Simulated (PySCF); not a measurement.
# C4H5FGeO2: what the fields show

```xyz
13

C    -2.1414    0.4857    0.4191
C    -1.2400   -0.6053   -0.0784
O    -1.6208   -1.6317   -0.5882
C     0.1998   -0.3181    0.1094
C     1.2994   -1.0311   -0.1959
F     1.4263   -2.2238   -0.7656
Ge    2.4188    0.4059    0.5362
O     0.6061    0.8620    0.6931
H    -1.8989    1.4119   -0.0982
H    -3.1817    0.2202    0.2550
H    -1.9536    0.6491    1.4784
H     3.0801    1.4373   -0.3447
H     3.0016    0.3385    1.9263
```

Geometry: GFN2-xTB.

The calculation used PySCF, PBE0/def2-SVPD, SCF density, gas phase.

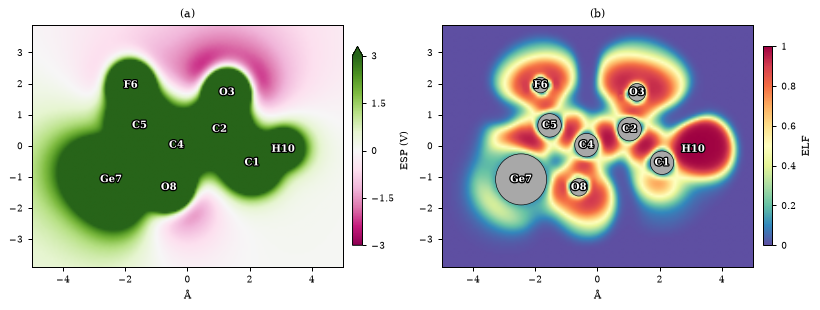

Figure 1. (a) electrostatic potential; (b) ELF on the plane of atoms C5, C4 and O8. Grey discs cover the atomic cores in the ELF map.

Q: Interpret the plot.

A: The section cuts through C, O, F, Ge and H sites. C–O (1.21 Å): the ELF peaks at about 0.85 between the atoms: a short, multiple covalent bond. C–F (1.33 Å): the ELF peaks at about 0.85 between the atoms; a polar covalent bond. C–C (1.35 Å): the ELF peaks at about 0.90 between the atoms (localised, covalent bonding). Ge–O (1.88 Å): the ELF peaks at about 0.85 in the valence shell of O, 0.6 Å from its nucleus, and is about 0.35 at the midpoint. C–Ge (1.96 Å): the ELF peaks at about 0.85 in the valence shell of C, 0.7 Å from its nucleus, and is about 0.65 at the midpoint. The ELF also peaks beside O8, F6 and O3, away from the bonds: lone-pair regions. Outside the dense part of the molecule the potential is most negative (−2.2 V) near O3.

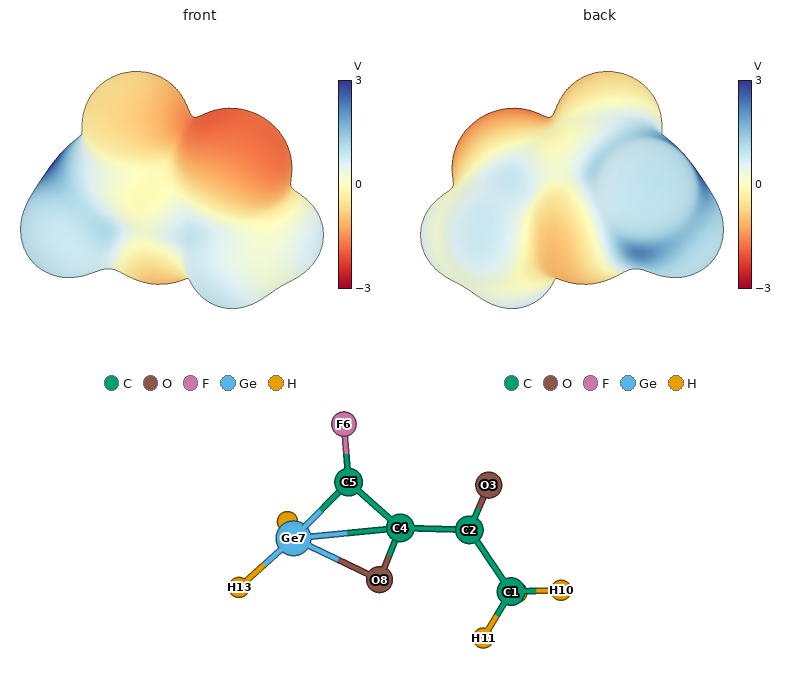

Figure 2. The electrostatic potential painted on the density surface at 0.002 e/bohr³, seen from the front and from behind; the colour scale runs from red (negative) to blue (positive). The bare structure is drawn below in the same view.

Q: Which sites attract a positive test charge, and which a negative one?

A: A positive charge is drawn to the negative regions and a negative charge to the positive ones. The most negative region (about −1.9 V, or −44 kcal/mol for a unit charge) lies over O3, the most positive (about +2.8 V, or +65 kcal/mol for a unit charge) over Ge7. O3 is the likeliest acceptor of a hydrogen bond.
